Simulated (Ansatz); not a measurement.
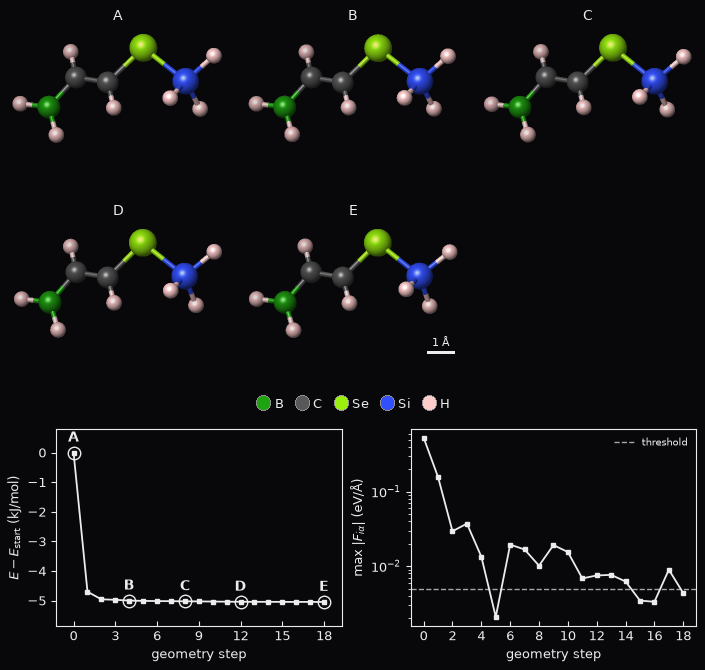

Frames of a relaxation of C$_{2}$H$_{7}$BSeSi, marked on the history of the run. Style: ball-and-stick. Shown from a free direction.

The start comes from PBE-D4/def2-SVP.

These are results of Ansatz, RKS PBE0-D4/def2-TZVP, not measurements.

Input
```yaml
crystal:
  periodic: [false, false, false]
  atoms:
    - {symbol: B, position_ang: [-0.801680, 1.997894, 1.817360]}
    - {symbol: C, position_ang: [-0.862081, 0.497233, 1.513825]}
    - {symbol: C, position_ang: [-0.260938, 0.014059, 0.385623]}
    - {symbol: Se, position_ang: [-0.282500, -1.810036, -0.129090]}
    - {symbol: Si, position_ang: [1.035855, -1.624592, -2.020971]}
    - {symbol: H, position_ang: [-1.331398, 2.467903, 2.808095]}
    - {symbol: H, position_ang: [-0.209141, 2.737228, 1.047723]}
    - {symbol: H, position_ang: [-1.380719, -0.219743, 2.176734]}
    - {symbol: H, position_ang: [0.266129, 0.705138, -0.296394]}
    - {symbol: H, position_ang: [0.508149, -0.527166, -2.901222]}
    - {symbol: H, position_ang: [2.466865, -1.336637, -1.664398]}
    - {symbol: H, position_ang: [0.928560, -2.956381, -2.703284]}
basis:
  gaussian: {orbitals: def2-TZVP}
hamiltonian: {xc: pbe0, dispersion: d4}
relax: {f_tol: 0.005, max_steps: 150}
```

Command:
```bash
ansatz run in.yaml --threads 4 --pin off --events-out ev --progress --plain --max-ram 10444MiB
```

> What happens along the run?

The energy falls by 5.04 kJ/mol in 18 geometry steps. Largest force component: 0.53 eV/Å at the start, 0.0043 eV/Å at the end. The forces were under the threshold at step 5, but the run went on from there. The largest move after the best rigid fit is that of H11, 0.23 Å. Largest moves by element: H 0.23 Å, B 0.05 Å, Se 0.05 Å, Si 0.04 Å, C 0.04 Å. Near-neighbour distances that change, for instance: Se4–Si5 2.313 → 2.285 Å, C2–C3 1.367 → 1.345 Å, B1–H6 1.218 → 1.197 Å, Si5–H10 1.503 → 1.484 Å. The run took 97 s on 4 threads of Arm Neoverse V2, with other jobs on the host. From step 0 to 4: H6 moves most (0.05 Å), energy −5.00 kJ/mol. From step 4 to 8: H11 moves most (0.07 Å), energy −0.02 kJ/mol. From step 8 to 12: H10 moves most (0.07 Å), energy −0.02 kJ/mol. From step 12 to 18: H atoms move most (0.07 Å), energy −0.01 kJ/mol.
